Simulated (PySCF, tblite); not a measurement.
**C₅H₈B₂F₂O: geometry, infrared bands and NMR shifts**

Aim: predict the infrared bands and NMR shifts of C₅H₈B₂F₂O (`FC(F)C1=CCOBCB1`).

Programs: tblite 0.8.0 and PySCF 2.14.0, with density-fitted response routines of our own. Each step states its level of theory. These are calculated values for one molecule in the gas phase, unless marked as measured. Atoms are numbered from 0 throughout.

### Step 1. The starting structure

18 atoms, charge 0, multiplicity 1; geometry from: force field or distance geometry start.

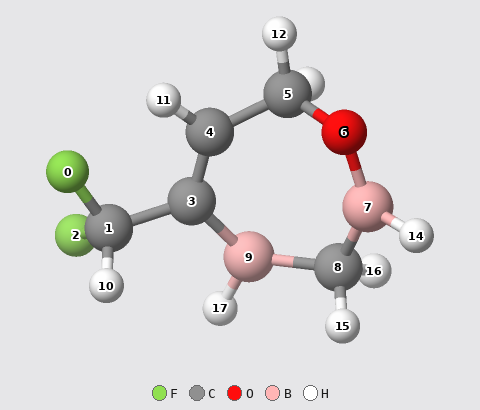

The starting geometry (fluorine green, carbon grey, oxygen red, boron pink, hydrogen white), atoms numbered; sticks join atoms by distance.

### Step 2. Optimising the geometry with GFN2-xTB

What the job is given:

```
{"job": {"kind": "relax", "xc": "GFN2-xTB", "basis": "xTB"}, "charge": 0, "multiplicity": 1}
F      3.019700     0.787000    -0.716600
C      2.375900    -0.380500    -0.350200
F      3.028700    -0.896300     0.785200
C      0.961700    -0.046600     0.036100
C      0.594600     1.229300    -0.033600
C     -0.745500     1.790900     0.280700
O     -1.754300     1.348700    -0.508300
B     -2.099000    -0.046900    -0.403500
C     -1.501400    -1.357300     0.214600
B      0.049200    -1.240700     0.511700
H      2.396400    -1.142000    -1.158100
H      1.340000     1.941300    -0.379600
H     -0.652200     2.903700     0.222200
H     -1.013800     1.585200     1.356000
H     -2.974300    -0.308400    -1.197200
H     -1.593300    -2.151600    -0.569600
H     -2.046400    -1.737800     1.100600
H      0.605300    -2.271600     0.797900
```

Launch:

```
$ OMP_NUM_THREADS=1 python probes_run.py task.json out
```

This one command runs all jobs of the session in turn.

Standard output:

```text
step      E/eV     max force
  0    -837.00760    4.013
  1    -837.44941    1.395
  2    -837.57955    1.004
  3    -837.65603    0.824
  4    -837.71028    0.438
  5    -837.72956    0.398
  6    -837.75823    0.447
  7    -837.78583    0.417
  8    -837.79976    0.242
  9    -837.80885    0.193
 10    -837.81572    0.243
 11    -837.82309    0.251
 12    -837.82879    0.174
 13    -837.83251    0.129
 14    -837.83544    0.163
 15    -837.83827    0.171
 16    -837.84061    0.135
 17    -837.84237    0.113
 18    -837.84382    0.084
 19    -837.84529    0.101
 20    -837.84688    0.085
 21    -837.84850    0.083
 22    -837.85012    0.103
 23    -837.85186    0.108
 24    -837.85385    0.097
 25    -837.85591    0.105
 26    -837.85789    0.120
 27    -837.86014    0.144
 28    -837.86322    0.161
 29    -837.86755    0.167
 30    -837.87300    0.187
 31    -837.87887    0.176
 32    -837.88483    0.195
 33    -837.89127    0.218
 34    -837.89757    0.271
 35    -837.88053    0.696
 36    -837.90799    0.170
 37    -837.91289    0.178
 38    -837.92748    0.269
 39    -837.93466    0.239
 40    -837.95829    0.263
 41    -837.97033    0.247
 42    -837.97693    0.181
 43    -837.98132    0.194
 44    -837.98579    0.173
 45    -837.98973    0.150
 46    -837.99516    0.142
 47    -837.99761    0.143
 48    -838.00100    0.122
 49    -838.00355    0.120
 50    -838.00614    0.135
 51    -838.00884    0.147
 52    -838.01218    0.155
 53    -838.01601    0.143
 54    -838.01978    0.143
 55    -838.02333    0.130
 56    -838.02645    0.143
 57    -838.02964    0.119
 58    -838.03292    0.145
 59    -838.03638    0.128
 60    -838.03991    0.118
 61    -838.04454    0.162
 62    -838.05048    0.203
 63    -838.05715    0.246
 64    -838.06177    0.210
 65    -838.06453    0.120
 66    -838.06718    0.116
 67    -838.06976    0.152
 68    -838.07211    0.125
 69    -838.07553    0.117
 70    -838.07892    0.130
 71    -838.08225    0.125
 72    -838.08558    0.106
 73    -838.08844    0.106
 74    -838.08978    0.210
 75    -838.09212    0.132
 76    -838.09407    0.094
 77    -838.09749    0.100
 78    -838.10037    0.143
 79    -838.10336    0.147
 80    -838.10557    0.116
 81    -838.10698    0.104
 82    -838.10799    0.111
 83    -838.10882    0.077
 84    -838.10964    0.072
 85    -838.11037    0.054
 86    -838.11131    0.060
 87    -838.11255    0.066
 88    -838.11349    0.067
 89    -838.11408    0.062
 90    -838.11459    0.046
 91    -838.11514    0.050
 92    -838.11568    0.052
 93    -838.11609    0.037
 94    -838.11635    0.036
 95    -838.11650    0.027
 96    -838.11662    0.021
 97    -838.11672    0.021
 98    -838.11681    0.024
 99    -838.11692    0.024
100    -838.11703    0.025
101    -838.11713    0.024
102    -838.11720    0.020
103    -838.11725    0.019
104    -838.11730    0.015
105    -838.11736    0.018
106    -838.11742    0.018
107    -838.11748    0.020
108    -838.11752    0.020
109    -838.11757    0.018
110    -838.11762    0.018
111    -838.11767    0.014
112    -838.11770    0.014
113    -838.11772    0.013
114    -838.11775    0.014
115    -838.11778    0.018
116    -838.11782    0.021
117    -838.11789    0.023
118    -838.11800    0.026
119    -838.11816    0.029
120    -838.11833    0.030
121    -838.11847    0.023
122    -838.11857    0.023
123    -838.11865    0.025
124    -838.11877    0.025
125    -838.11896    0.030
126    -838.11918    0.033
127    -838.11942    0.039
128    -838.11961    0.047
129    -838.11993    0.040
130    -838.12031    0.041
131    -838.12080    0.042
132    -838.12103    0.043
133    -838.12109    0.082
134    -838.12142    0.036
135    -838.12159    0.030
136    -838.12201    0.028
137    -838.12212    0.029
138    -838.12227    0.022
139    -838.12233    0.017
140    -838.12237    0.020
141    -838.12239    0.015
142    -838.12242    0.010
143    -838.12243    0.007
```

Run time: 1.7 s. Hardware: 1 thread of Arm Neoverse N1, shared host; peak memory 0.18 GiB.

The steps of the relaxation: (not every step is listed)

```tsv
step	energy from step 0 (eV)	largest force (eV/Å)
0	0.0000	4.0132
1	-0.4418	1.3949
2	-0.5720	1.0043
3	-0.6484	0.8241
4	-0.7027	0.4381
5	-0.7220	0.3976
6	-0.7506	0.4475
7	-0.7782	0.4170
8	-0.7922	0.2419
21	-0.8409	0.0833
34	-0.8900	0.2712
47	-0.9900	0.1427
60	-1.0323	0.1179
73	-1.0808	0.1063
86	-1.1037	0.0602
99	-1.1093	0.0239
112	-1.1101	0.0141
125	-1.1114	0.0299
138	-1.1147	0.0222
139	-1.1147	0.0170
140	-1.1148	0.0203
141	-1.1148	0.0148
142	-1.1148	0.0104
143	-1.1148	0.0071
```

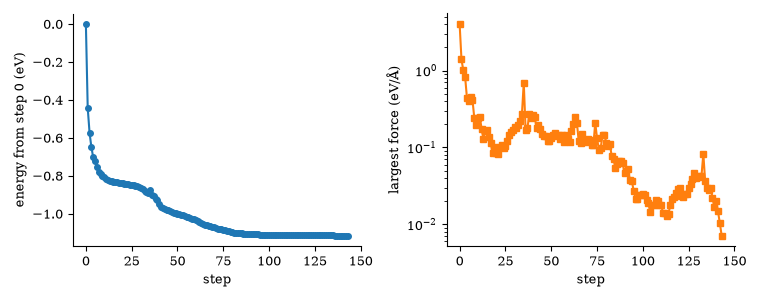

Energy and largest force along the relaxation.

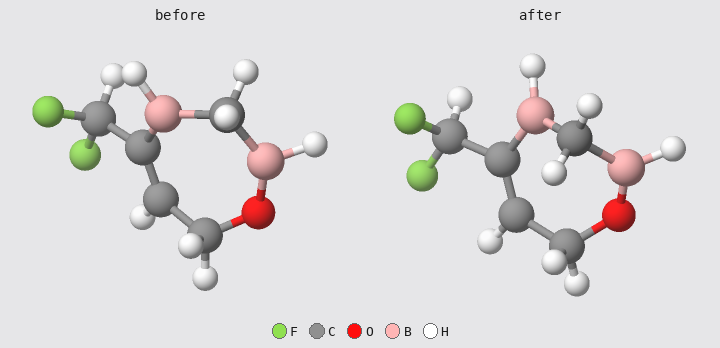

The geometry before (left) and after (right).

Distances of close pairs at the start and the end, largest changes first:

```tsv
bond	before (Å)	after (Å)	change (Å)
O6–B7	1.441	1.323	-0.118
C5–O6	1.355	1.413	+0.058
C1–F2	1.408	1.362	-0.045
B7–H14	1.210	1.171	-0.039
B7–C8	1.567	1.604	+0.037
C8–H15	1.120	1.085	-0.035
B9–H17	1.206	1.172	-0.034
C8–B9	1.583	1.552	-0.031
```

The final coordinates are the input of the step that follows.

### Step 3. Vibrational analysis with GFN2-xTB

What the job is given:

```
{"job": {"kind": "ir", "xc": "GFN2-xTB", "basis": "xTB"}, "charge": 0, "multiplicity": 1}
F      3.217009     0.741115    -0.151322
C      2.434501    -0.368483    -0.200021
F      2.851764    -1.151108     0.834227
C      0.956740    -0.080963    -0.081125
C      0.572347     1.193364     0.064053
C     -0.831161     1.702189     0.183959
O     -1.816125     1.054898    -0.594983
B     -2.136360    -0.227064    -0.527809
C     -1.394785    -1.235071     0.475239
B      0.025110    -1.329165    -0.144914
H      2.682501    -0.904527    -1.130504
H      1.316528     1.980887     0.092687
H     -0.858297     2.756804    -0.111493
H     -1.124217     1.640729     1.243712
H     -2.991434    -0.566879    -1.252104
H     -1.915199    -2.182907     0.569784
H     -1.386448    -0.739664     1.447317
H      0.388767    -2.277837    -0.728361
```

Standard output:

```text
mode    cm-1     km/mol
  1      32.0      2.97
  2      76.1      2.56
  3     164.9      0.92
  4     173.9      1.86
  5     212.9      5.54
  6     237.7      3.92
  7     285.1      2.05
  8     324.1      1.90
  9     380.0      4.46
 10     439.8      7.52
 11     463.0      8.15
 12     524.7     13.19
 13     570.9     15.17
 14     656.7      1.16
 15     693.9      3.13
 16     756.2     23.83
 17     766.1     74.45
 18     839.9     35.29
 19     847.4      7.22
 20     880.9     10.34
 21     921.8     71.13
 22     953.3     14.16
 23     966.9      6.38
 24     995.5     86.55
 25    1007.3    177.27
 26    1024.2     49.66
 27    1061.5     62.02
 28    1093.2    115.70
 29    1121.5    118.80
 30    1129.3     21.93
 31    1201.1     10.75
 32    1203.6     77.90
 33    1252.9     32.84
 34    1271.9     44.88
 35    1293.4     97.80
 36    1337.6      8.96
 37    1362.4    107.27
 38    1437.5     14.52
 39    1470.2      0.56
 40    1656.0     38.76
 41    2629.2    120.28
 42    2633.2    170.00
 43    2849.9     16.58
 44    2873.7     35.65
 45    2938.9     18.54
 46    2970.1     18.49
 47    3042.6      7.42
 48    3045.4     46.97
```

It took 1.1 s on 1 thread of Arm Neoverse N1, shared host; peak memory 0.18 GiB.

The strongest bands and the atoms that carry them (share of the mass-weighted mode):

```tsv
cm⁻¹	km/mol	atoms
996	86.5	C1 28 %, C3 18 %, F0 18 %
1007	177.3	C1 59 %, F2 26 %
1093	115.7	C8 17 %, B9 16 %, C1 13 %
1122	118.8	H15 27 %, C1 20 %, C3 16 %, H10 12 %
1293	97.8	H12 31 %, B7 29 %, C5 14 %, O6 14 %
1362	107.3	H12 33 %, O6 20 %, B7 18 %
2629	120.3	H14 60 %, H17 32 %
2633	170.0	H17 60 %, H14 32 %
```

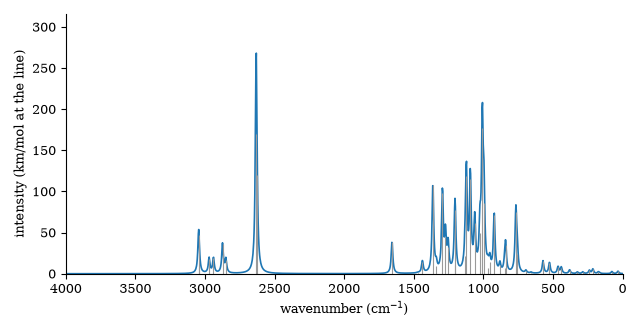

The infrared spectrum from these modes, unscaled. Lines are broadened to a width of 14 cm⁻¹ (Lorentzian).

### Step 4. NMR shieldings: PBE0/pcSseg-1

Settings changed since step 3:

```diff
@@ -1,2 +1,2 @@
-{"job": {"kind": "ir", "xc": "GFN2-xTB", "basis": "xTB"}, "charge": 0, "multiplicity": 1}
+{"job": {"kind": "nmr", "xc": "PBE0", "basis": "pcSseg-1"}, "charge": 0, "multiplicity": 1}
 F      3.217009     0.741115    -0.151322
```

With the program's defaults for keys left out, this is: GIAO PBE0/pcSseg-1 NMR shielding, non-relativistic, gas phase.

Standard output:

```text
coarse grid: 15824 points
cycle   1  E = -519.1291247287  dE =  1.471e+00  |g| = 8.808e-01  |ddm| = 3.803e+00
cycle   2  E = -518.9974484167  dE =  1.317e-01  |g| = 1.268e+00  |ddm| = 1.493e+00
cycle   3  E = -519.2684441524  dE = -2.710e-01  |g| = 1.203e-01  |ddm| = 9.538e-01
cycle   4  E = -519.2708508095  dE = -2.407e-03  |g| = 5.757e-02  |ddm| = 1.347e-01
cycle   5  E = -519.2715085988  dE = -6.578e-04  |g| = 1.235e-02  |ddm| = 4.833e-02
cycle   6  E = -519.2715327764  dE = -2.418e-05  |g| = 4.939e-03  |ddm| = 1.246e-02
cycle   7  E = -519.2715379515  dE = -5.175e-06  |g| = 9.323e-04  |ddm| = 4.780e-03
final grid: 155848 points
cycle   8  E = -519.3538141199  dE = -6.858e-05  |g| = 1.186e-02  |ddm| = 4.278e-02
cycle   9  E = -519.3537836332  dE =  3.049e-05  |g| = 1.781e-02  |ddm| = 2.061e-02
cycle  10  E = -519.3538426520  dE = -5.902e-05  |g| = 1.669e-03  |ddm| = 1.242e-02
cycle  11  E = -519.3538432458  dE = -5.939e-07  |g| = 3.646e-04  |ddm| = 1.739e-03
cycle  12  E = -519.3538432679  dE = -2.209e-08  |g| = 1.380e-04  |ddm| = 3.892e-04
cycle  13  E = -519.3538432705  dE = -2.612e-09  |g| = 3.815e-05  |ddm| = 1.112e-04
cycle  14  E = -519.3538432708  dE = -2.394e-10  |g| = 1.429e-05  |ddm| = 3.848e-05
converged SCF energy = -519.3538432708

GIAO shielding tensors (ppm)
atom      isotropic    diamagn.    paramagn.     s11        s22        s33       span
  0 F      322.180     472.737    -150.557    224.450    348.824    393.266    168.816
  1 C       64.314     237.208    -172.893     47.239     63.513     82.191     34.951
  2 F      296.184     471.794    -175.610    185.037    336.133    367.382    182.346
  3 C       33.386     263.205    -229.819    -73.585     19.267    154.477    228.062
  4 C       31.807     257.048    -225.242    -78.436     15.946    157.910    236.347
  5 C      116.204     245.956    -129.752     93.953    100.339    154.321     60.368
  6 O      113.868     392.767    -278.899    -69.444     60.226    350.822    420.266
  7 B       55.170     194.352    -139.182     11.291     51.904    102.314     91.023
  8 C      142.933     259.130    -116.197     72.331    159.914    196.553    124.222
  9 B       31.985     192.495    -160.510    -38.291      6.003    128.243    166.534
 10 H       24.797      27.274      -2.478     22.277     23.998     28.115      5.839
 11 H       24.162      32.722      -8.560     20.749     22.142     29.596      8.847
 12 H       26.236      28.371      -2.134     21.201     26.997     30.511      9.309
 13 H       26.552      29.996      -3.444     23.437     25.573     30.646      7.209
 14 H       26.348      29.259      -2.911     24.305     25.605     29.134      4.828
 15 H       28.333      30.513      -2.180     26.110     27.078     31.810      5.700
 16 H       29.943      33.805      -3.862     26.166     28.891     34.772      8.607
 17 H       24.555      30.970      -6.415     19.929     25.280     28.457      8.528
```

Run time: 69 s. Hardware: 1 thread of Arm Neoverse N1, shared host; peak memory 0.86 GiB.

Shifts follow as δ = σ(reference) − σ, with reference shieldings (ppm) from runs at the same level and on the same kind of geometry: ¹H TMS 31.72, ¹³C TMS 186.9, ¹⁹F CFCl3 170.9, ¹⁷O H2O 336.1, ¹¹B BF3·OEt2 100.1. The references are single molecules in the gas phase, so shifts against H2O, NH3, PH3, H3PO4 or CFCl3 are not on the usual liquid scales and can be off by tens of ppm. Atoms listed in one row are averaged.

```tsv
atoms	environment	σ (ppm)	δ (ppm)	δ scaled to CDCl3
C4	alkene CH	31.8	155.1	149.5
C3	fully substituted alkene carbon	33.4	153.5	147.9
C1	allylic sp3 CH bonded to 2 F	64.3	122.6	117.8
C5	allylic sp3 CH2 bonded to O	116.2	70.7	67.1
C8	sp3 CH2 bonded to 2 B	142.9	44.0	41.0
H11	hydrogen on an alkene CH	24.16	7.55	7.23
H17	hydrogen on a boron bonded to 2 C, in a 7-membered ring	24.56	7.16	–
H10	hydrogen on an allylic sp3 CH bonded to 2 F	24.80	6.92	6.63
H14	hydrogen on a boron bonded to C, O, in a 7-membered ring	26.35	5.37	–
H12, H13	hydrogen on an allylic sp3 CH2 bonded to O	26.39	5.32	5.12
H15, H16	hydrogen on an sp3 CH2 bonded to 2 B	29.14	2.58	2.54
F0, F2	fluorine of a CF2 group	309.2	-138.2	–
O6	oxygen bonded to C, B, in a 7-membered ring	113.9	222.2	–
B9	boron bonded to 2 C, H, in a 7-membered ring	32.0	68.1	–
B7	boron bonded to C, O, H, in a 7-membered ring	55.2	44.9	–
```

The scaled column applies a straight-line fit of computed shieldings to shifts measured in CDCl3, and one for carbons that bear F (root-mean-square error 0.16 ppm for H, 1.9 ppm for C).

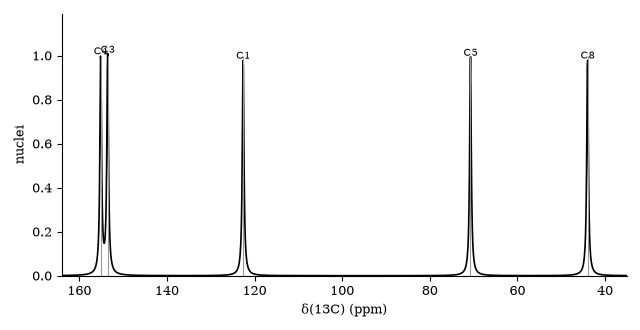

¹³C lines at the computed shifts, without couplings. Lines are broadened to a width of 0.44 ppm (Lorentzian).

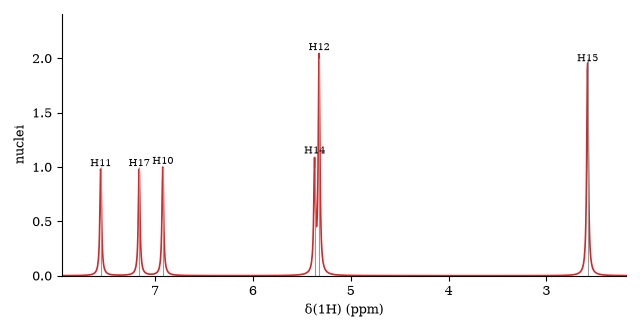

¹H lines at the computed shifts, without couplings. Lines are broadened to a width of 0.02 ppm (Lorentzian).

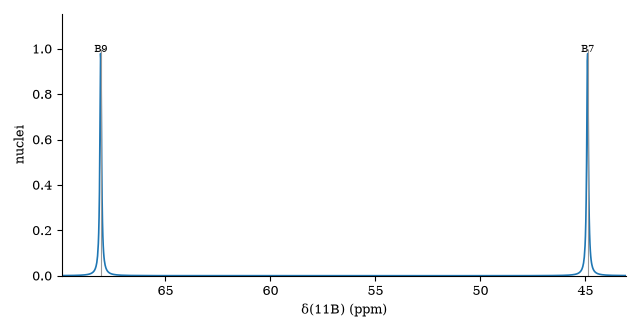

¹¹B lines at the computed shifts, without couplings. Lines are broadened to a width of 0.09 ppm (Lorentzian).

The run also stored atomic charges by several schemes (e):

```tsv
atoms	Mulliken	IAO	Hirshfeld	ESP fit
F0, F2	-0.30	-0.31	-0.11	-0.22
C1	0.62	0.45	0.14	0.37
C3	-0.53	-0.17	-0.09	-0.29
C4	-0.13	-0.10	-0.02	-0.02
C5	0.13	-0.07	0.02	0.08
O6	-0.46	-0.34	-0.15	-0.43
B7	0.37	0.28	0.19	0.56
C8	-0.63	-0.56	-0.21	-0.68
B9	0.42	0.14	0.14	0.43
```

ESP fit charges:

F0 -0.22; C1 0.37; F2 -0.22; C3 -0.29; C4 -0.02; C5 0.08; O6 -0.43; B7 0.56; C8 -0.68; B9 0.43; H10 0.07; H11 0.11; H12 0.10; H13 0.08; H14 -0.15; H15 0.15; H16 0.19; H17 -0.13

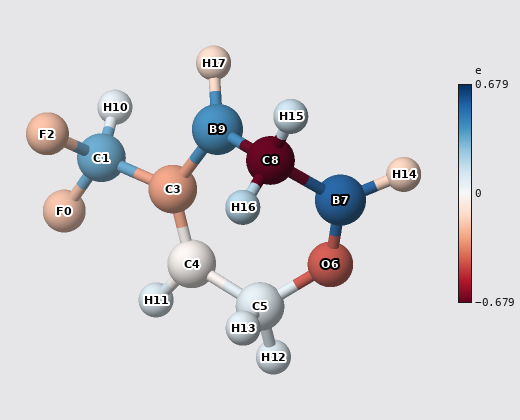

ESP fit charges, as colours on the atoms.

Mayer bond orders: F0–C1 0.96, C1–F2 0.94, C1–C3 1.04, C3–C4 1.82, C4–C5 1.06, C5–O6 0.89, O6–B7 1.25, B7–C8 0.93, C8–B9 1.05, B9–C3 0.92.

Ring of atoms C3, C4, C5, O6, B7, C8, B9: NICS(0) -0.1, NICS(1) -2.4, NICS(1)zz -0.2 ppm (means of both faces; NICS(1) differs between them: -4.5 and -0.2).

The two faces differ (NICS(1)zz -4.0 and 3.6 ppm).

### Step 5. What came out

```
                                                                 quantity                                   value
                                strongest single infrared mode (GFN2-xTB)                   1007 cm⁻¹, 177 km/mol
                                             zero-point energy (GFN2-xTB)                           80.2 kcal/mol
                                   ¹³C shifts against TMS (PBE0/pcSseg-1)     155.1, 153.5, 122.6, 70.7, 44.0 ppm
   ¹H shifts against TMS (PBE0/pcSseg-1, means over atoms taken as alike)  7.55, 7.16, 6.92, 5.37, 5.32, 2.58 ppm
¹⁹F shifts against CFCl3 (PBE0/pcSseg-1, means over atoms taken as alike)                              -138.2 ppm
                                   ¹⁷O shifts against H2O (PBE0/pcSseg-1)                               222.2 ppm
                              ¹¹B shifts against BF3·OEt2 (PBE0/pcSseg-1)                          68.1, 44.9 ppm
```

In words: Over 143 steps the energy fell by 1.115 eV; of the close pairs, O6–B7 changed most, 1.441 to 1.323 Å. All 48 modes are real, so the xTB geometry is a minimum. The strongest single mode, at 1007 cm⁻¹, moves mainly C1. Unscaled tight-binding wavenumbers are off by several per cent, some by more. Its intensities can rank the bands wrongly. The most deshielded hydrogen is H11 (hydrogen on an alkene CH), at 7.55 ppm: attached to an sp2 carbon and in the plane of the double bond. At PBE0/pcSseg-1: The widest tensor belongs to O6: span 420 ppm, with a paramagnetic part of -279 ppm.
